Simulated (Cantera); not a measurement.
Input: 1 mol Cu2O, 1.7 mol CH4, 1.3 mol CO, held at 2448.15 K.

Method: chemical equilibrium by Gibbs-energy minimisation in Cantera with the NASA 1993 tables (ideal gas, pure condensed phases). Candidate condensed phases: C, C6H6, C7H8, C8H18, Cu, CuO, Cu(OH)2, Cu2O, H2O; 113 gas species. Kinetics and transport are ignored.

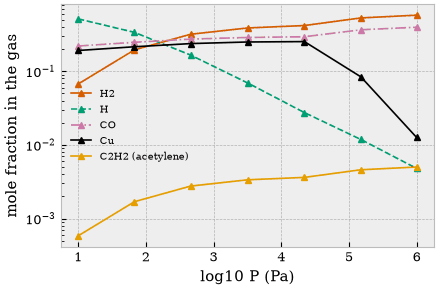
Equilibrium gas composition (values under 1e-9 drawn at 1e-9)

Problem. Read off the mole fractions at 68.0 Pa.

Solution. H about 0.34, CO about 0.25, Cu about 0.22, H2 about 0.20, C2H2 (acetylene) about 0.0017.
